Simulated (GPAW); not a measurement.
**Cutoff, mesh and smearing for a 3-layer slab of K(111)**

How do cutoff, mesh, smearing and the dipole layer change the work function of a 3-layer slab of K(111)?

Calculated with GPAW 26.7.0; GPAW, PAW setups; slab in vacuum.

### 1. The structure

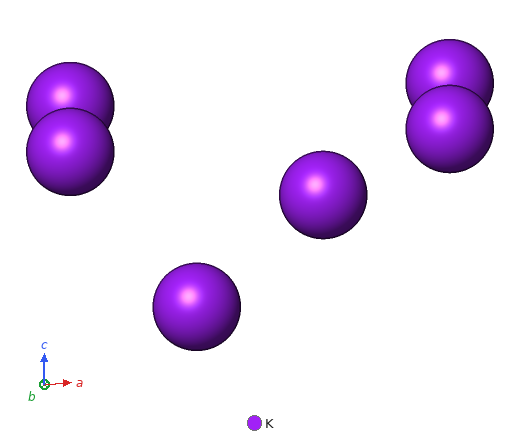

Start, viewed nearly edge on; potassium purple. Some periodic images of atoms are drawn too.

The cell holds 3 atoms: 3 K. Its edges and angles: a = 7.396 Å, b = 7.396 Å, c = 19.020 Å, α = 90.0°, β = 90.0°, γ = 60.0°. Vacuum lies along c.

### 2. Relaxing the atoms

Forces are removed first; all later runs use this geometry. The lowest 1 atoms are held at bulk positions and keep their forces.

File run.py:

```python
import json
import numpy as np
from ase import Atoms
from ase.constraints import FixAtoms
from ase.optimize import BFGS
from gpaw import GPAW, PW

slab = Atoms(
    ['K', 'K', 'K'],
    positions=[
        [3.69817, 2.13514, 8.00000],
        [7.39634, 4.27028, 9.50977],
        [0.00000, 0.00000, 11.01954]],
    cell=[[7.39634, 0.0, 0.0], [3.69817, 6.40542, 0.0], [0.0, 0.0, 19.01954]],
    pbc=[True, True, False])

slab.calc = GPAW(mode=PW(400), xc='PBE', kpts={'size': (5, 5, 1), 'gamma': True},
                 occupations={'name': 'fermi-dirac', 'width': 0.1}, nbands='140%',
                 convergence={'density': 0.0001}, maxiter=200,
                 poissonsolver={'dipolelayer': 'xy'},
                 symmetry={'tolerance': 1e-3, 'extra_ids': [1, 0, 0]}, txt='slab.txt')
result = {}
slab.set_constraint(FixAtoms([0]))
path = []
opt = BFGS(slab, maxstep=0.2)
opt.attach(lambda: path.append((slab.get_potential_energy(), slab.positions.tolist(), slab.get_forces().tolist())))
result['relaxed'] = bool(opt.run(fmax=0.05, steps=30))
result['path'] = path
energy = slab.get_potential_energy()
fermi = slab.calc.get_fermi_level()
v = slab.calc.get_electrostatic_potential().mean((0, 1)) - fermi
n = slab.calc.get_pseudo_density().mean((0, 1))
L = slab.cell[2, 2]
z = np.arange(len(v)) * L / len(v)
low, high = slab.positions[:, 2].min(), slab.positions[:, 2].max()
below, above = np.interp([low - 5.8, high + 5.8], z, v)
slopes = [np.interp(x, z, np.gradient(v, z)) for x in (low - 5.8, high + 5.8)]
eps = np.array([[slab.calc.get_eigenvalues(k, s) for k in range(len(slab.calc.get_ibz_k_points()))]
                for s in range(slab.calc.get_number_of_spins())]) - fermi
top, bottom = eps[eps < 0].max(), eps[eps > 0].min()
dipole = slab.get_dipole_moment()[2]
print(f'energy {energy:.4f} eV, Fermi level {fermi:.4f} eV, dipole {dipole:.5f} e A')
print(f'potential 5.8 A off the faces, from the Fermi level: lower {below:.4f} eV, upper {above:.4f} eV')
print(f'slope of the potential there: lower {slopes[0]:.5f}, upper {slopes[1]:.5f} eV/A')
print(f'nearest levels on the mesh: {top:.4f} and {bottom:.4f} eV')
print('magnetic moment', round(slab.get_magnetic_moment(), 3))
result.update(energy=energy, fermi=fermi, dipole=dipole, below=below, above=above, slopes=slopes, edges=[top, bottom],
              z=z.tolist(), v=v.tolist(), n=n.tolist(), positions=slab.positions.tolist(),
              forces=slab.get_forces(apply_constraint=False).tolist(), moments=slab.get_magnetic_moments().tolist())
json.dump(result, open('result.json', 'w'))
```

Command:

```bash
$ OMP_NUM_THREADS=1 OPENBLAS_NUM_THREADS=1 python run.py
```

Output:

```text
Step          Energy          fmax
BFGS:    0       -2.747492        0.112891
BFGS:    1       -2.747674        0.103121
BFGS:    2       -2.749584        0.111233
BFGS:    3       -2.769838        0.090977
BFGS:    4       -2.786026        0.070383
BFGS:    5       -2.798270        0.051082
BFGS:    6       -2.806859        0.033826
energy -2.7726 eV, Fermi level -1.2888 eV, dipole -0.02089 e A
potential 5.8 A off the faces, from the Fermi level: lower 2.0979 eV, upper 2.1774 eV
slope of the potential there: lower -0.00060, upper 0.00076 eV/A
nearest levels on the mesh: -0.1750 and 0.1190 eV
magnetic moment 0.0
```

Wall time 95 s (1 thread of Intel Xeon 6975P-C (Granite Rapids), shared host); peak memory 0.36 GiB.

Step by step:

| step | energy less that of the first step (eV) | largest force (eV/Å) |
| --- | --- | --- |
| 1 | 0.0000 | 0.1129 |
| 2 | -0.0002 | 0.1031 |
| 3 | -0.0024 | 0.1112 |
| 4 | -0.0257 | 0.0910 |
| 5 | -0.0446 | 0.0704 |
| 6 | -0.0592 | 0.0511 |
| 7 | -0.0699 | 0.0338 |

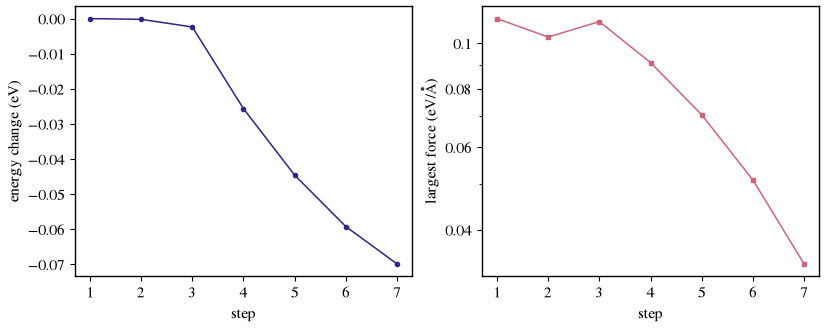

Energy and largest force along the relaxation.

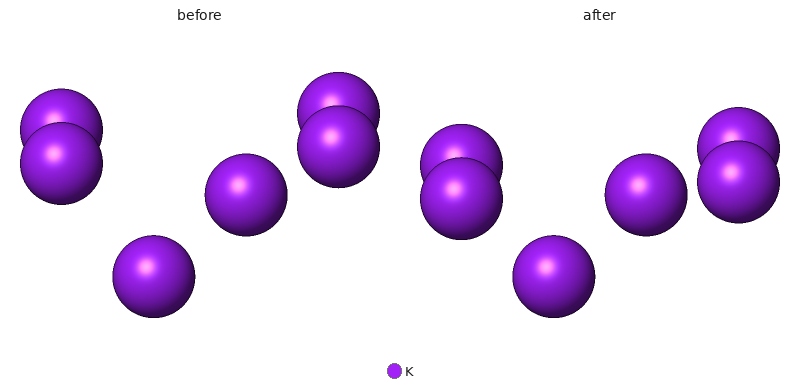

The structure before and after the relaxation, drawn at the same scale.

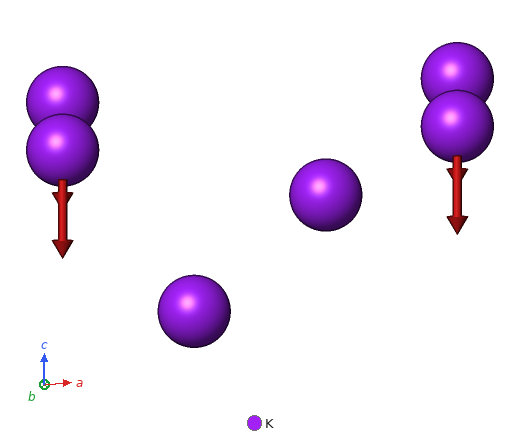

Displacements in the relaxation, exaggerated; the longest in the cell stands for 0.82 Å. Some periodic images of atoms are drawn too.

The atoms that moved most (Å):

| atom | dx | dy | dz | length |
| --- | --- | --- | --- | --- |
| K3 | 0.000 | 0.000 | -0.819 | 0.819 |

The relaxed structure:

```
K
1.0
     7.39634    0.00000    0.00000
     3.69817    6.40542    0.00000
     0.00000    0.00000   19.01954
K
3
Cartesian
  3.6982 2.1351 8.0000
  7.3963 4.2703 9.5112
  0.0000 0.0000 10.2009
```

This step gave:

| Quantity | Value |
| --- | --- |
| dipole along the normal | -0.02089 e·Å |
| levels nearest the Fermi level on the mesh | -0.1750, 0.1190 eV from the Fermi level |
| upper work function | 2.177 eV |
| lower work function | 2.098 eV |

Electrostatic potential energy of an electron (without an applied field's), less the Fermi level, planar mean against z:

| z (Å) | electrostatic potential energy of an electron (without an applied field's), less the Fermi level, planar mean (eV) |
| --- | --- |
| 0 | 2.14 |
| 1 | 2.10 |
| 2 | 2.10 |
| 3 | 2.10 |
| 4 | 2.09 |
| 5 | 2.06 |
| 6 | 1.93 |
| 7 | 1.30 |
| 8 | -2.21 |
| 9 | -1.11 |
| 10 | -3.66 |
| 11 | 0.661 |
| 12 | 1.86 |
| 13 | 2.11 |
| 14 | 2.16 |
| 15 | 2.18 |
| 16 | 2.18 |
| 17 | 2.18 |
| 18 | 2.18 |

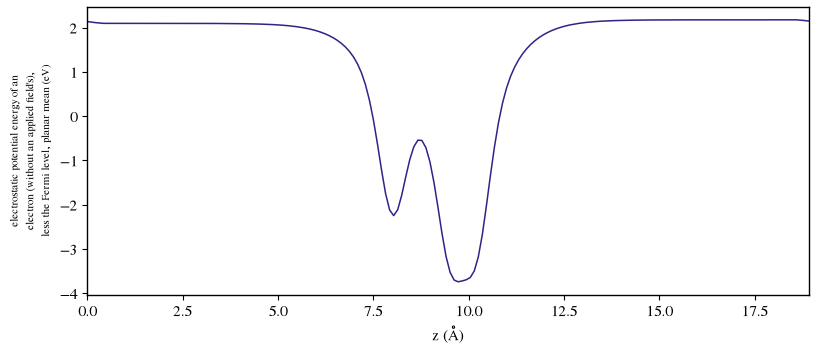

Electrostatic potential energy of an electron (without an applied field's), less the Fermi level, planar mean, plotted against z.

Table of pseudo valence density, planar mean by z:

| z (Å) | pseudo valence density, planar mean (e/Å³) |
| --- | --- |
| 2 | 4.1e-6 |
| 4 | 1.0e-4 |
| 6 | 0.00210 |
| 8 | 0.170 |
| 10 | 0.230 |
| 12 | 0.00389 |
| 14 | 2.0e-4 |
| 16 | 7.3e-6 |

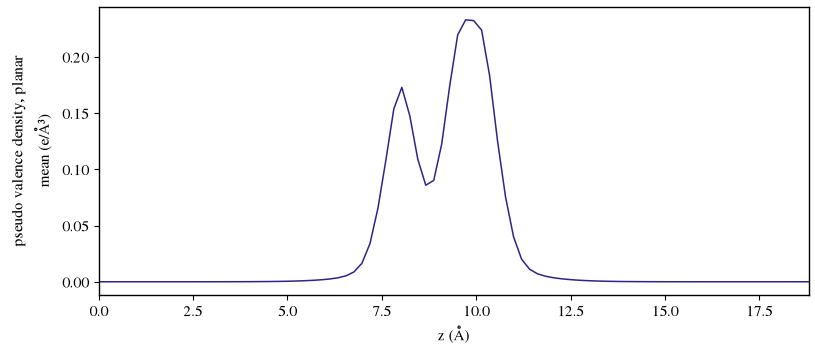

Pseudo valence density, planar mean against z.

The relaxation lowered the energy of the cell by 0.0699 eV (energies extrapolated to zero smearing; the optimiser's log prints free energies). The largest force left on a free atom is 0.034 eV/Å.

### 3. Plane waves, PBE

The work function is the vacuum plateau of the electrostatic potential less the Fermi level; a dipole layer lets the two faces have plateaus of their own.

Edit run.py of step 2 so:

```diff
@@ -3,4 +3,2 @@
 from ase import Atoms
-from ase.constraints import FixAtoms
-from ase.optimize import BFGS
 from gpaw import GPAW, PW
@@ -11,4 +9,4 @@
         [3.69817, 2.13514, 8.00000],
-        [7.39634, 4.27028, 9.50977],
-        [0.00000, 0.00000, 11.01954]],
+        [7.39634, 4.27028, 9.51124],
+        [0.00000, -0.00000, 10.20090]],
     cell=[[7.39634, 0.0, 0.0], [3.69817, 6.40542, 0.0], [0.0, 0.0, 19.01954]],
@@ -18,12 +16,6 @@
                  occupations={'name': 'fermi-dirac', 'width': 0.1}, nbands='140%',
-                 convergence={'density': 0.0001}, maxiter=200,
+                 convergence={'density': 1e-05}, maxiter=200,
                  poissonsolver={'dipolelayer': 'xy'},
-                 symmetry={'tolerance': 1e-3, 'extra_ids': [1, 0, 0]}, txt='slab.txt')
+                 symmetry={'tolerance': 1e-3}, txt='slab.txt')
 result = {}
-slab.set_constraint(FixAtoms([0]))
-path = []
-opt = BFGS(slab, maxstep=0.2)
-opt.attach(lambda: path.append((slab.get_potential_energy(), slab.positions.tolist(), slab.get_forces().tolist())))
-result['relaxed'] = bool(opt.run(fmax=0.05, steps=30))
-result['path'] = path
 energy = slab.get_potential_energy()
```

Output:

```text
energy -2.7726 eV, Fermi level -1.2887 eV, dipole -0.02088 e A
potential 5.8 A off the faces, from the Fermi level: lower 2.0978 eV, upper 2.1773 eV
slope of the potential there: lower -0.00060, upper 0.00076 eV/A
nearest levels on the mesh: -0.1750 and 0.1190 eV
magnetic moment 0.0
```

Run time: 21 s. Hardware: 1 thread; peak memory 0.34 GiB.

Numbers from this step:

```yaml
dipole_along_the_normal: -0.02088 e·Å
```

Table of electrostatic potential energy of an electron (without an applied field's), less the Fermi level, planar mean by z:

(Unchanged from step 2.)

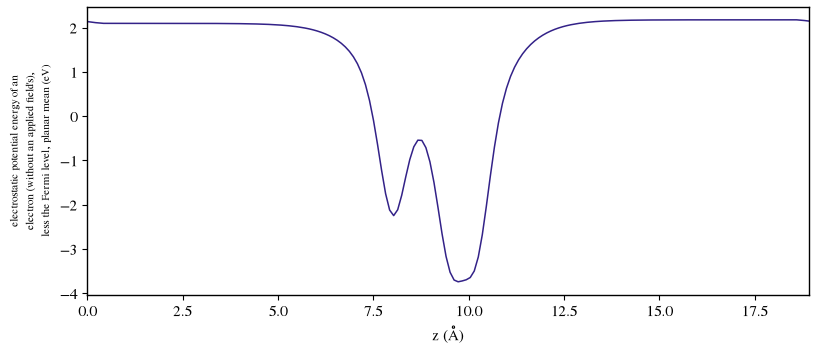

Electrostatic potential energy of an electron (without an applied field's), less the Fermi level, planar mean, plotted against z.

Pseudo valence density, planar mean against z:

| z (Å) | pseudo valence density, planar mean (e/Å³) |
| --- | --- |
| 2 | 4.1e-6 |
| 4 | 1.0e-4 |
| 6 | 0.00210 |
| 8 | 0.170 |
| 10 | 0.230 |
| 12 | 0.00389 |
| 14 | 2.0e-4 |
| 16 | 7.3e-6 |

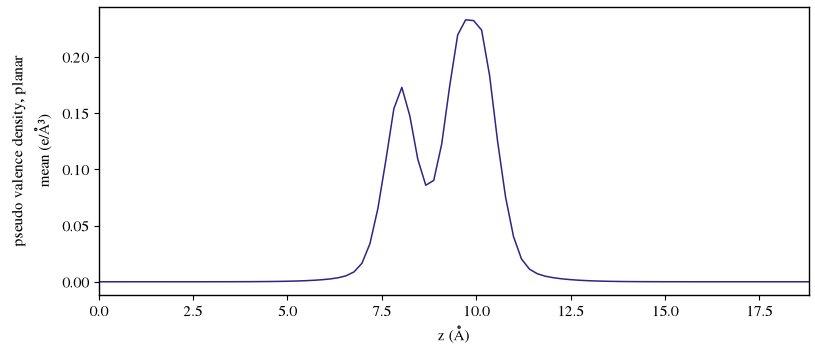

Pseudo valence density, planar mean against z.

Force by atom:

| atom | x (eV/Å) | y (eV/Å) | z (eV/Å) | size |
| --- | --- | --- | --- | --- |
| K1 | 0.0000 | 0.0000 | 0.0562 | 0.0562 |
| K2 | 0.0000 | 0.0000 | -0.0218 | 0.0218 |
| K3 | 0.0000 | 0.0000 | -0.0344 | 0.0344 |

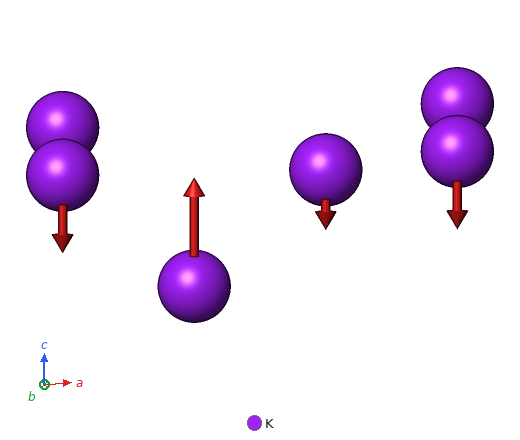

Force as arrows, the longest 0.0562 eV/Å. Some periodic images of atoms are drawn too.

The potential is flat to 7.6e-4 eV/Å where it is read, so the vacuum is wide enough.

### 4. Cutoff 200

The cutoff limits how sharply the smooth valence waves can vary, which tells mostly near the atoms.

Edit run.py of step 3 so:

```diff
@@ -14,3 +14,3 @@
 
-slab.calc = GPAW(mode=PW(400), xc='PBE', kpts={'size': (5, 5, 1), 'gamma': True},
+slab.calc = GPAW(mode=PW(200), xc='PBE', kpts={'size': (5, 5, 1), 'gamma': True},
                  occupations={'name': 'fermi-dirac', 'width': 0.1}, nbands='140%',
```

Output:

```text
energy -1.0352 eV, Fermi level -1.2857 eV, dipole -0.02171 e A
potential 5.8 A off the faces, from the Fermi level: lower 2.0976 eV, upper 2.1768 eV
slope of the potential there: lower -0.00094, upper 0.00074 eV/A
nearest levels on the mesh: -0.1769 and 0.1208 eV
magnetic moment 0.0
```

It took 6.8 s on 1 thread; peak memory 0.19 GiB.

The run finished. A setting was moved off its sound value on purpose, so it serves as a test and not as the result.

The fault put into the input: a cutoff under that of the base run: the energy of the cell lies 1.7 eV from the base value (ecut = 200).

Side by side:

| quantity | this run | sound run | difference |
| --- | --- | --- | --- |
| dipole along the normal (e·Å) | -0.021708 | -0.020878 | -8.3e-4 |
| upper work function (eV) | 2.1768 | 2.1773 | -4.8e-4 |
| lower work function (eV) | 2.0976 | 2.0978 | -1.5e-4 |

### 5. Cutoff 300

The cutoff limits how sharply the smooth valence waves can vary, which tells mostly near the atoms.

Edit run.py of step 4 so:

```diff
@@ -14,3 +14,3 @@
 
-slab.calc = GPAW(mode=PW(200), xc='PBE', kpts={'size': (5, 5, 1), 'gamma': True},
+slab.calc = GPAW(mode=PW(300), xc='PBE', kpts={'size': (5, 5, 1), 'gamma': True},
                  occupations={'name': 'fermi-dirac', 'width': 0.1}, nbands='140%',
```

Output:

```text
energy -2.0549 eV, Fermi level -1.2870 eV, dipole -0.02085 e A
potential 5.8 A off the faces, from the Fermi level: lower 2.0976 eV, upper 2.1774 eV
slope of the potential there: lower -0.00059, upper 0.00084 eV/A
nearest levels on the mesh: -0.1751 and 0.1193 eV
magnetic moment 0.0
```

It took 13 s on 1 thread; peak memory 0.26 GiB.

The run finished. A setting was moved off its sound value on purpose, so it serves as a test and not as the result.

The fault put into the input: a cutoff under that of the base run: the energy of the cell lies 0.72 eV from the base value (ecut = 300).

The two runs compared:

| quantity | this run | sound run | difference |
| --- | --- | --- | --- |
| dipole along the normal (e·Å) | -0.020847 | -0.020878 | 3.2e-5 |
| upper work function (eV) | 2.1774 | 2.1773 | 1.5e-4 |
| lower work function (eV) | 2.0976 | 2.0978 | -1.3e-4 |

### 6. Cutoff 700: ecut = 700

The cutoff limits how sharply the smooth valence waves can vary, which tells mostly near the atoms.

Edit run.py of step 5 so:

```diff
@@ -14,3 +14,3 @@
 
-slab.calc = GPAW(mode=PW(300), xc='PBE', kpts={'size': (5, 5, 1), 'gamma': True},
+slab.calc = GPAW(mode=PW(700), xc='PBE', kpts={'size': (5, 5, 1), 'gamma': True},
                  occupations={'name': 'fermi-dirac', 'width': 0.1}, nbands='140%',
```

Output:

```text
energy -2.9193 eV, Fermi level -1.2880 eV, dipole -0.02085 e A
potential 5.8 A off the faces, from the Fermi level: lower 2.0963 eV, upper 2.1759 eV
slope of the potential there: lower -0.00058, upper 0.00075 eV/A
nearest levels on the mesh: -0.1752 and 0.1196 eV
magnetic moment 0.0
```

Wall time 49 s (1 thread); peak memory 0.66 GiB.

Numbers from this step:

```
dipole along the normal                    : -0.02085 e·Å
levels nearest the Fermi level on the mesh : -0.1752, 0.1196 eV from the Fermi level
upper work function                        : 2.176 eV
lower work function                        : 2.096 eV
```

The electrostatic potential energy of an electron (without an applied field's), less the Fermi level, planar mean by z:

| z (Å) | electrostatic potential energy of an electron (without an applied field's), less the Fermi level, planar mean (eV) |
| --- | --- |
| 0 | 2.14 |
| 2 | 2.10 |
| 4 | 2.09 |
| 6 | 1.93 |
| 8 | -2.23 |
| 10 | -3.66 |
| 12 | 1.86 |
| 14 | 2.16 |
| 16 | 2.18 |
| 18 | 2.18 |

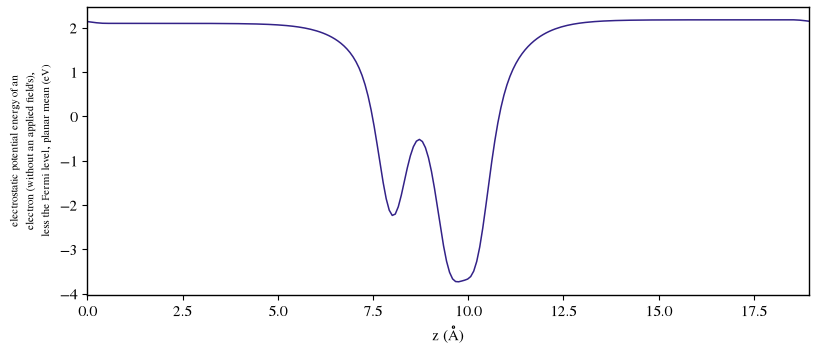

Electrostatic potential energy of an electron (without an applied field's), less the Fermi level, planar mean against z.

Table of pseudo valence density, planar mean by z:

| z (Å) | pseudo valence density, planar mean (e/Å³) |
| --- | --- |
| 3 | 2.0e-5 |
| 4 | 1.0e-4 |
| 5 | 4.8e-4 |
| 6 | 0.00208 |
| 7 | 0.0184 |
| 8 | 0.170 |
| 9 | 0.108 |
| 10 | 0.231 |
| 11 | 0.0398 |
| 12 | 0.00387 |
| 13 | 9.2e-4 |
| 14 | 2.0e-4 |
| 15 | 3.8e-5 |
| 16 | 7.2e-6 |

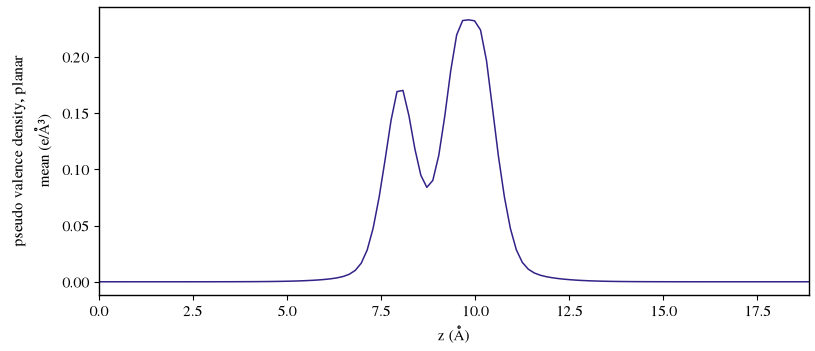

Pseudo valence density, planar mean, plotted against z.

Force by atom:

| atom | x (eV/Å) | y (eV/Å) | z (eV/Å) | size |
| --- | --- | --- | --- | --- |
| K1 | 0.0000 | 0.0000 | 0.0567 | 0.0567 |
| K2 | 0.0000 | 0.0000 | -0.0219 | 0.0219 |
| K3 | 0.0000 | 0.0000 | -0.0348 | 0.0348 |

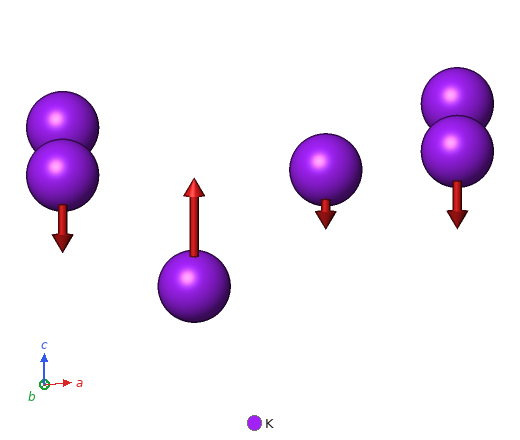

Force as arrows, the longest 0.0567 eV/Å. Some periodic images of atoms are drawn too.

The upper face's work function is 2.176 eV, against 2.177 eV in the first plane-wave PBE run at this geometry.

### 7. K mesh 2×2

The mesh in the plane samples the bands: a metal's Fermi level needs it dense, and band edges must lie on it.

Edit run.py of step 6 so:

```diff
@@ -14,3 +14,3 @@
 
-slab.calc = GPAW(mode=PW(700), xc='PBE', kpts={'size': (5, 5, 1), 'gamma': True},
+slab.calc = GPAW(mode=PW(400), xc='PBE', kpts={'size': (2, 2, 1), 'gamma': True},
                  occupations={'name': 'fermi-dirac', 'width': 0.1}, nbands='140%',
```

Output:

```text
energy -2.7880 eV, Fermi level -1.6614 eV, dipole -0.02358 e A
potential 5.8 A off the faces, from the Fermi level: lower 2.4406 eV, upper 2.5304 eV
slope of the potential there: lower -0.00036, upper 0.00051 eV/A
nearest levels on the mesh: -0.1428 and 0.5281 eV
magnetic moment 0.0
```

Elapsed: 12 s, on 1 thread; peak memory 0.31 GiB.

The run finished with changed settings (kpts = [2, 2]); it serves as a test.

Side by side:

| quantity | this run | sound run | difference |
| --- | --- | --- | --- |
| dipole along the normal (e·Å) | -0.023579 | -0.020878 | -0.00270 |
| upper work function (eV) | 2.5304 | 2.1773 | 0.353 |
| lower work function (eV) | 2.4406 | 2.0978 | 0.343 |

The two runs differ clearly in the lower work function: 2.44 eV against 2.10 eV.

(Part 1 of 2 ends here.)

[Logs are printed without paths, hosts, clocks, repeated set-up lines and the standing remarks that a program may print on its own settings, such as how far it seeks lower states.]

[Hosts, paths, dates, database ids (printed as entryN), source tags and the programs' standing remarks are cut or masked in the printed files.]
